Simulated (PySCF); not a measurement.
```xyz
15

C     3.0814   -0.0136   -0.3477
C     1.7563   -0.0408   -0.4903
Al    0.5647    0.0523    1.0960
Cl    1.3529    0.1575    2.9627
C    -1.3943    0.0404    0.7983
C    -1.9153    0.7238   -0.4536
C    -1.9150   -0.7581   -0.3837
H     3.7724   -0.0576   -1.1808
H     3.5396    0.0546    0.6304
H     1.3699   -0.1102   -1.5070
H    -2.0948    0.0809    1.6360
H    -1.2012    1.2001   -1.1124
H    -2.8608    1.2438   -0.3967
H    -2.8601   -1.2715   -0.2788
H    -1.2000   -1.2935   -0.9944
```

Geometry: GFN2-xTB.

Level of theory: PySCF, PBE0/pcSseg-1, SCF density, gas phase, non-relativistic.

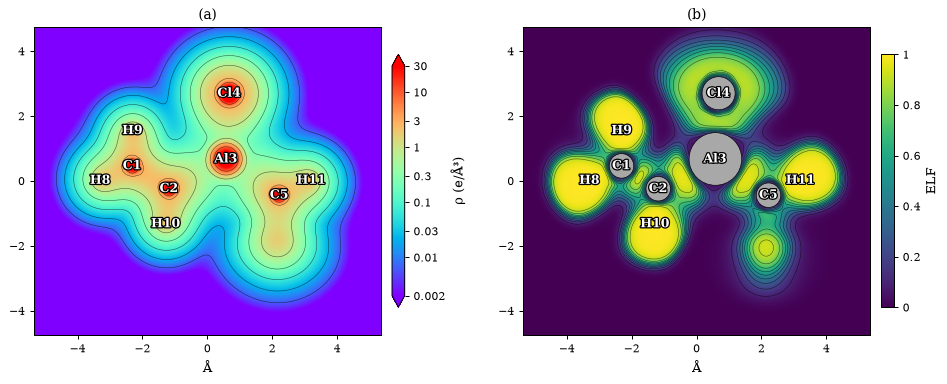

C5H8AlCl. (a) electron density; (b) ELF on the plane of atoms C1, C2 and H10. Grey discs cover the atomic cores in the ELF map.

Q: Describe what can be read from this map.

A:
- The section cuts through C, Al, Cl and H sites.
- C–C (1.33 Å): ρ is about 2.3 e/Å³ halfway; the ELF peaks at about 0.90 between the atoms: a multiple bond.
- C–Al (1.98 Å): ρ is about 0.69 e/Å³ halfway; the ELF peaks at about 0.95 between the atoms: a polar covalent bond.
- Al–Cl (2.03 Å): ρ is about 0.83 e/Å³ halfway; the ELF peaks at about 0.85 in the valence shell of Cl, 0.9 Å from its nucleus, and is about 0.80 at the midpoint.
- C–H (1.08 Å): the density is about 2 e/Å³ at the midpoint; the ELF climbs to about 1 towards the hydrogen, as it does in any bond to H; an ordinary covalent bond to hydrogen.
- The ELF also peaks beside Cl4, away from the bonds: lone-pair regions.
